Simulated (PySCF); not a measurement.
Geometry relaxation, with input and output: C7H15GaO (part 1 of 2)

C7H15GaO, SMILES C[CH2][Ga-]([C]#[O+])([CH2]C)[CH2]C, computed with PBE0-D3(BJ)/ma-def2-SVP geometry optimisation, gas phase (PySCF 2.14.0).

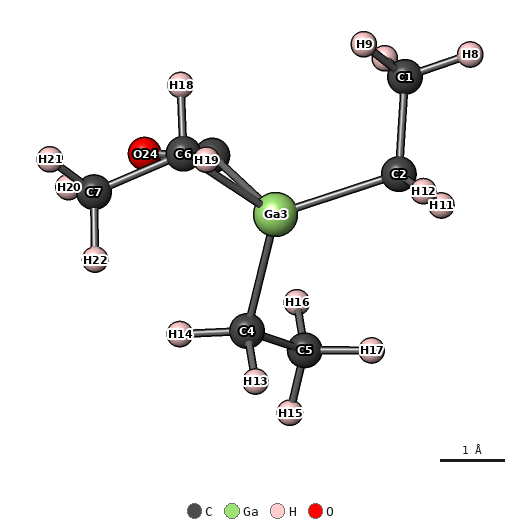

Fig. 1: The structure as given in the input (ball-and-stick view, seen at a tilt; atoms are numbered from 1 in the order of the input). Sticks mark near contacts. Bond lengths as drawn: C–C 1.53 to 1.54 Å, C–Ga 2.05 to 2.10 Å, C–H 1.09 to 1.10 Å and C–O 1.13 Å.

## The input
```
{"job": {"xc": "PBE0", "basis": "ma-def2-SVP", "d3": "d3bj", "grid": 1, "kind": "geom"}, "charge": 0, "multiplicity": 1}
C     -1.007879     2.872370     0.223878
C     -1.032357     1.771208    -0.847008
Ga    -0.035713     0.108321    -0.194500
C     -0.664501    -1.802549    -0.704097
C     -2.190070    -1.939790    -0.682409
C      1.911380     0.394722     0.498976
C      2.668928    -0.888093     0.834573
H     -1.509768     3.775012    -0.127986
H      0.019543     3.133804     0.482725
H     -1.507879     2.534486     1.133059
H     -2.073668     1.535781    -1.101050
H     -0.579878     2.162757    -1.768104
H     -0.304449    -2.029429    -1.717114
H     -0.213313    -2.559661    -0.049857
H     -2.497639    -2.942408    -0.984759
H     -2.583943    -1.748121     0.317075
H     -2.648283    -1.224088    -1.365736
H      1.942333     1.080091     1.355363
H      2.435210     0.913708    -0.316319
H      2.186078    -1.431835     1.648606
H      3.691979    -0.669990     1.146169
H      2.710295    -1.548562    -0.032713
C     -0.455666    -0.378564     1.805172
O     -0.053556    -1.114636     2.564856
```

The first line tells a small driver script what to run in PySCF; the rest is the geometry in Å.

Command:
```bash
OMP_NUM_THREADS=1 python <driver script> task.json out
```

## Log
```
step   0  E = -2274.67163201  max force = 0.019056
step   1  E = -2274.68154274  max force = 0.005456
step   2  E = -2274.68260697  max force = 0.004322
step   3  E = -2274.68363168  max force = 0.001943
step   4  E = -2274.68398021  max force = 0.001702
step   5  E = -2274.68433799  max force = 0.002567
step   6  E = -2274.68448790  max force = 0.001987
step   7  E = -2274.68487231  max force = 0.001713
step   8  E = -2274.68498496  max force = 0.002070
step   9  E = -2274.68504177  max force = 0.001759
step  10  E = -2274.68515042  max force = 0.001176
step  11  E = -2274.68519670  max force = 0.001137
step  12  E = -2274.68525693  max force = 0.000513
step  13  E = -2274.68527730  max force = 0.000464
step  14  E = -2274.68529231  max force = 0.000474
step  15  E = -2274.68529777  max force = 0.000367
optimisation converged
```

## Trajectory as extended XYZ (Å, eV, eV/Å), 16 frames, from step=0 to step=15
```
24
Properties=species:S:1:pos:R:3:forces:R:3 step=0 energy=-61896.96785
C    -1.0079    2.8724    0.2239    0.0497  -0.5778  -0.5073
C    -1.0324    1.7712   -0.8470    0.3268  -0.3404   0.6490
Ga   -0.0357    0.1083   -0.1945    0.1547   0.3865  -0.9799
C    -0.6645   -1.8026   -0.7041   -0.2002   0.5928   0.1342
C    -2.1901   -1.9398   -0.6824    0.7731   0.1642  -0.0138
C     1.9114    0.3947    0.4990   -0.3290  -0.4968  -0.2311
C     2.6689   -0.8881    0.8346   -0.4335   0.5212  -0.2001
H    -1.5098    3.7750   -0.1280   -0.1695   0.3850  -0.0152
H     0.0195    3.1338    0.4827    0.2957   0.1794   0.1641
H    -1.5079    2.5345    1.1331   -0.1594   0.0191   0.3555
H    -2.0737    1.5358   -1.1011   -0.1393  -0.1820  -0.0676
H    -0.5799    2.1628   -1.7681    0.1664  -0.1233  -0.1711
H    -0.3044   -2.0294   -1.7171    0.2053   0.1062  -0.1619
H    -0.2133   -2.5597   -0.0499    0.1980  -0.0272   0.1367
H    -2.4976   -2.9424   -0.9848   -0.2162  -0.3337  -0.0710
H    -2.5839   -1.7481    0.3171   -0.2760   0.0211   0.3099
H    -2.6483   -1.2241   -1.3657   -0.2696   0.2067  -0.1890
H     1.9423    1.0801    1.3554   -0.1470   0.2001   0.0961
H     2.4352    0.9137   -0.3163   -0.0640   0.1662  -0.2044
H     2.1861   -1.4318    1.6486   -0.0497  -0.2705   0.2613
H     3.6920   -0.6700    1.1462    0.3804  -0.0170   0.1287
H     2.7103   -1.5486   -0.0327    0.0800  -0.2939  -0.2146
C    -0.4557   -0.3786    1.8052    0.1597  -0.4159   0.4051
O    -0.0536   -1.1146    2.5649   -0.3363   0.1300   0.3866
24
Properties=species:S:1:pos:R:3:forces:R:3 step=1 energy=-61897.23753
C    -1.0048    2.8706    0.2405    0.0465  -0.1010  -0.1092
C    -1.0082    1.7414   -0.7944   -0.0889   0.0545   0.1588
Ga   -0.0286    0.1160   -0.1921    0.2455   0.0266  -0.2587
C    -0.6202   -1.7446   -0.7022   -0.0855   0.0641  -0.0475
C    -2.1352   -1.9359   -0.6973    0.1282   0.0192  -0.0296
C     1.8863    0.3564    0.4450   -0.0016  -0.0888  -0.1361
C     2.6547   -0.9220    0.7682   -0.0614   0.1552  -0.0284
H    -1.5175    3.7748   -0.1290   -0.0007   0.0179   0.0298
H     0.0213    3.1660    0.5119    0.0038   0.0332   0.0285
H    -1.5103    2.5662    1.1709   -0.0148   0.0343   0.0343
H    -2.0488    1.4802   -1.0547    0.0466  -0.0372  -0.0346
H    -0.5453    2.1044   -1.7305    0.0083  -0.1032   0.0134
H    -0.2266   -1.9408   -1.7171    0.0496   0.0407   0.0394
H    -0.1379   -2.4917   -0.0481    0.0565   0.0361  -0.0249
H    -2.4266   -2.9523   -1.0118   -0.0414  -0.0024   0.0114
H    -2.5648   -1.7707    0.3049   -0.0504  -0.0180   0.0034
H    -2.6316   -1.2276   -1.3789   -0.0468  -0.0006   0.0058
H     1.9217    1.0551    1.2988   -0.0241   0.0377  -0.0412
H     2.3864    0.8868   -0.3880   -0.0523   0.0257   0.0323
H     2.1976   -1.4817    1.5995   -0.0003  -0.0536   0.0359
H     3.6972   -0.7102    1.0616    0.0059  -0.0455   0.0044
H     2.6893   -1.6008   -0.0975    0.0085  -0.0493  -0.0003
C    -0.5258   -0.3554    1.8730   -0.0137  -0.1733   0.2805
O    -0.3140   -0.9845    2.7871   -0.1174   0.1280   0.0326
24
Properties=species:S:1:pos:R:3:forces:R:3 step=2 energy=-61897.26649
C    -1.0033    2.8637    0.2407    0.0083  -0.0349  -0.0894
C    -1.0075    1.7243   -0.7818   -0.0891   0.0843   0.1645
Ga   -0.0193    0.1152   -0.1803    0.1760  -0.0313  -0.1780
C    -0.6097   -1.7310   -0.7049   -0.0999   0.0317  -0.0109
C    -2.1240   -1.9306   -0.7084    0.0841  -0.0186  -0.0232
C     1.8896    0.3522    0.4322    0.0030  -0.0550  -0.0677
C     2.6505   -0.9283    0.7601   -0.0220   0.0696   0.0009
H    -1.5191    3.7644   -0.1333   -0.0029   0.0165   0.0128
H     0.0213    3.1687    0.5095    0.0008   0.0030   0.0033
H    -1.5061    2.5733    1.1780   -0.0070   0.0057   0.0054
H    -2.0435    1.4491   -1.0428    0.0066  -0.0019  -0.0072
H    -0.5446    2.0681   -1.7236    0.0189  -0.0296  -0.0149
H    -0.2045   -1.9082   -1.7179    0.0208   0.0147  -0.0020
H    -0.1180   -2.4791   -0.0597    0.0155  -0.0032  -0.0090
H    -2.4130   -2.9439   -1.0361   -0.0165  -0.0041   0.0002
H    -2.5637   -1.7837    0.2928   -0.0065  -0.0052   0.0049
H    -2.6277   -1.2179   -1.3808   -0.0057   0.0030   0.0032
H     1.9320    1.0620    1.2762    0.0002   0.0194  -0.0106
H     2.3777    0.8782   -0.4094    0.0037   0.0073   0.0055
H     2.1986   -1.4799    1.6015   -0.0052  -0.0077   0.0050
H     3.6987   -0.7296    1.0417    0.0096  -0.0174   0.0009
H     2.6713   -1.6198   -0.0972   -0.0035  -0.0150   0.0054
C    -0.5523   -0.3334    1.9119    0.0128  -0.1622   0.2222
O    -0.3753   -0.9342    2.8515   -0.1020   0.1310  -0.0214
24
Properties=species:S:1:pos:R:3:forces:R:3 step=3 energy=-61897.29437
C    -1.0012    2.8735    0.2420   -0.0087   0.0543   0.0139
C    -1.0156    1.7155   -0.7527   -0.0161  -0.0139   0.0805
Ga   -0.0055    0.1115   -0.1643    0.0158  -0.0142  -0.0999
C    -0.5935   -1.7222   -0.7135    0.0132   0.0227   0.0149
C    -2.1004   -1.9463   -0.7325   -0.0580  -0.0316  -0.0013
C     1.9049    0.3390    0.4051   -0.0215   0.0589  -0.0004
C     2.6480   -0.9434    0.7524    0.0273  -0.0761   0.0371
H    -1.5215    3.7702   -0.1376   -0.0001  -0.0102  -0.0174
H     0.0253    3.1867    0.4957   -0.0017  -0.0141  -0.0074
H    -1.4937    2.6057    1.1925    0.0042  -0.0110  -0.0102
H    -2.0499    1.4279   -1.0041   -0.0248   0.0138   0.0137
H    -0.5588    2.0327   -1.7067    0.0051   0.0217  -0.0268
H    -0.1730   -1.8668   -1.7256   -0.0066  -0.0087  -0.0251
H    -0.0880   -2.4755   -0.0853   -0.0123  -0.0156   0.0069
H    -2.3783   -2.9548   -1.0856    0.0188   0.0045  -0.0094
H    -2.5515   -1.8335    0.2690    0.0203   0.0065  -0.0019
H    -2.6157   -1.2252   -1.3876    0.0146   0.0045   0.0009
H     1.9678    1.0700    1.2296    0.0080   0.0010   0.0102
H     2.3818    0.8457   -0.4539    0.0395  -0.0232  -0.0142
H     2.1993   -1.4662    1.6154    0.0001   0.0243  -0.0173
H     3.7065   -0.7682    1.0118   -0.0023   0.0214  -0.0081
H     2.6387   -1.6623   -0.0833   -0.0080   0.0149   0.0040
C    -0.6092   -0.2884    1.9767    0.0608  -0.0903   0.0238
O    -0.5082   -0.8263    2.9624   -0.0676   0.0605   0.0338
24
Properties=species:S:1:pos:R:3:forces:R:3 step=4 energy=-61897.30386
C    -0.9979    2.8789    0.2474   -0.0052   0.0595   0.0351
C    -1.0257    1.7091   -0.7310    0.0157  -0.0409   0.0163
Ga    0.0022    0.1062   -0.1617   -0.0250   0.0063  -0.0499
C    -0.5875   -1.7215   -0.7231    0.0545   0.0126  -0.0032
C    -2.0921   -1.9567   -0.7497   -0.0689  -0.0148   0.0071
C     1.9175    0.3325    0.3858   -0.0342   0.0728   0.0138
C     2.6528   -0.9486    0.7546    0.0270  -0.0757   0.0334
H    -1.5256    3.7698   -0.1361    0.0024  -0.0133  -0.0128
H     0.0319    3.1965    0.4812   -0.0018  -0.0122  -0.0063
H    -1.4753    2.6232    1.2089    0.0043  -0.0101  -0.0089
H    -2.0633    1.4175   -0.9652   -0.0151   0.0127   0.0189
H    -0.5833    2.0169   -1.6961   -0.0156   0.0192  -0.0110
H    -0.1639   -1.8511   -1.7368   -0.0127  -0.0163  -0.0098
H    -0.0774   -2.4802   -0.1046   -0.0186  -0.0098   0.0061
H    -2.3616   -2.9617   -1.1191    0.0197   0.0055  -0.0069
H    -2.5460   -1.8619    0.2522    0.0171   0.0041  -0.0019
H    -2.6110   -1.2293   -1.3950    0.0145   0.0019   0.0007
H     1.9919    1.0782    1.1965    0.0019  -0.0037   0.0029
H     2.3950    0.8194   -0.4848    0.0279  -0.0305  -0.0080
H     2.2060   -1.4470    1.6327    0.0024   0.0178  -0.0083
H     3.7153   -0.7776    1.0002   -0.0043   0.0183  -0.0081
H     2.6286   -1.6868   -0.0638   -0.0043   0.0156  -0.0019
C    -0.6359   -0.2669    2.0074    0.0875  -0.0702  -0.0435
O    -0.5866   -0.7595    3.0196   -0.0694   0.0512   0.0461
24
Properties=species:S:1:pos:R:3:forces:R:3 step=5 energy=-61897.31359
C    -0.9760    2.8831    0.2641    0.0117   0.0176   0.0421
C    -1.0452    1.6933   -0.6867    0.0320  -0.0352  -0.0771
Ga    0.0160    0.0917   -0.1678   -0.0754   0.0198   0.0356
C    -0.5707   -1.7288   -0.7436    0.0738  -0.0024  -0.0451
C    -2.0716   -1.9845   -0.7862   -0.0446   0.0188   0.0162
C     1.9367    0.3194    0.3407   -0.0039   0.0424   0.0524
C     2.6588   -0.9539    0.7674    0.0031  -0.0222   0.0089
H    -1.5221    3.7639   -0.1160    0.0015  -0.0072  -0.0019
H     0.0629    3.2048    0.4451   -0.0012  -0.0023  -0.0018
H    -1.4098    2.6471    1.2512    0.0003  -0.0011  -0.0029
H    -2.0924    1.3986   -0.8710   -0.0049   0.0069   0.0223
H    -0.6478    1.9867   -1.6771   -0.0393   0.0135   0.0092
H    -0.1413   -1.8391   -1.7584   -0.0153  -0.0249   0.0126
H    -0.0558   -2.4946   -0.1374   -0.0166   0.0085   0.0125
H    -2.3215   -2.9840   -1.1825    0.0032   0.0023   0.0012
H    -2.5312   -1.9192    0.2152    0.0028  -0.0017  -0.0001
H    -2.5953   -1.2485   -1.4176    0.0027  -0.0013  -0.0004
H     2.0304    1.1011    1.1151   -0.0019  -0.0042  -0.0061
H     2.4202    0.7533   -0.5545   -0.0006  -0.0187  -0.0021
H     2.2181   -1.3943    1.6781    0.0025   0.0052   0.0070
H     3.7279   -0.7853    0.9838   -0.0040   0.0045  -0.0002
H     2.6073   -1.7346   -0.0090    0.0012   0.0096  -0.0052
C    -0.7018   -0.2044    2.0535    0.1266  -0.0525  -0.1320
O    -0.7875   -0.5722    3.1138   -0.0538   0.0247   0.0547
24
Properties=species:S:1:pos:R:3:forces:R:3 step=6 energy=-61897.31767
C    -0.9695    2.8747    0.2679    0.0121  -0.0024   0.0197
C    -1.0500    1.6874   -0.6868    0.0195  -0.0067  -0.0510
Ga    0.0190    0.0870   -0.1791   -0.0533   0.0188   0.0503
C    -0.5716   -1.7331   -0.7519    0.0425  -0.0066  -0.0489
C    -2.0753   -1.9803   -0.7881   -0.0088   0.0237   0.0128
C     1.9384    0.3227    0.3363   -0.0088   0.0170   0.0376
C     2.6616   -0.9457    0.7775   -0.0059   0.0029  -0.0001
H    -1.5219    3.7552   -0.1033    0.0004   0.0003   0.0025
H     0.0714    3.1967    0.4358   -0.0007   0.0011   0.0001
H    -1.3900    2.6345    1.2595   -0.0010   0.0017   0.0002
H    -2.0999    1.3932   -0.8562    0.0001  -0.0002   0.0193
H    -0.6688    1.9869   -1.6815   -0.0290   0.0024   0.0057
H    -0.1474   -1.8514   -1.7677   -0.0098  -0.0207   0.0127
H    -0.0605   -2.4993   -0.1433   -0.0098   0.0058   0.0119
H    -2.3315   -2.9794   -1.1809   -0.0013  -0.0005   0.0022
H    -2.5301   -1.9094    0.2149   -0.0023  -0.0023   0.0008
H    -2.5964   -1.2429   -1.4199    0.0000  -0.0014   0.0001
H     2.0270    1.1099    1.1055   -0.0068   0.0044  -0.0096
H     2.4267    0.7489   -0.5600   -0.0011  -0.0117   0.0002
H     2.2184   -1.3780    1.6908    0.0026  -0.0017   0.0058
H     3.7291   -0.7710    0.9964   -0.0001  -0.0020   0.0017
H     2.6152   -1.7323    0.0071    0.0021   0.0006  -0.0026
C    -0.6924   -0.2109    2.0413    0.1022  -0.0535  -0.0923
O    -0.7933   -0.5639    3.1057   -0.0429   0.0312   0.0210
24
Properties=species:S:1:pos:R:3:forces:R:3 step=7 energy=-61897.32813
C    -0.9327    2.8416    0.2876    0.0065  -0.0484  -0.0435
C    -1.0747    1.6603   -0.6716   -0.0164   0.0635   0.0317
Ga    0.0322    0.0648   -0.2253   -0.0185   0.0057   0.0881
C    -0.5671   -1.7540   -0.7916   -0.0347  -0.0110  -0.0404
C    -2.0788   -1.9694   -0.8028    0.0596   0.0152  -0.0033
C     1.9412    0.3350    0.3067    0.0321  -0.0559  -0.0044
C     2.6644   -0.9086    0.8194   -0.0221   0.0676  -0.0218
H    -1.5140    3.7210   -0.0385   -0.0010   0.0117   0.0102
H     0.1159    3.1665    0.3848    0.0014   0.0070   0.0054
H    -1.2826    2.5912    1.3037   -0.0012   0.0067   0.0076
H    -2.1338    1.3633   -0.7622    0.0057  -0.0130   0.0071
H    -0.7755    1.9755   -1.6882    0.0061  -0.0282  -0.0070
H    -0.1620   -1.9030   -1.8099    0.0102   0.0006   0.0069
H    -0.0689   -2.5205   -0.1729    0.0096   0.0069   0.0062
H    -2.3599   -2.9665   -1.1826   -0.0146  -0.0068   0.0052
H    -2.5159   -1.8794    0.2063   -0.0127  -0.0016   0.0016
H    -2.5919   -1.2268   -1.4347   -0.0098  -0.0025   0.0000
H     2.0081    1.1544    1.0433   -0.0061   0.0164  -0.0131
H     2.4495    0.7204   -0.5965    0.0010   0.0094   0.0039
H     2.2107   -1.2978    1.7467    0.0000  -0.0161   0.0038
H     3.7271   -0.7145    1.0447    0.0061  -0.0140   0.0068
H     2.6341   -1.7295    0.0853    0.0012  -0.0131   0.0036
C    -0.6627   -0.2296    1.9955    0.0055  -0.0268  -0.0259
O    -0.8545   -0.4949    3.0729   -0.0078   0.0266  -0.0286
```
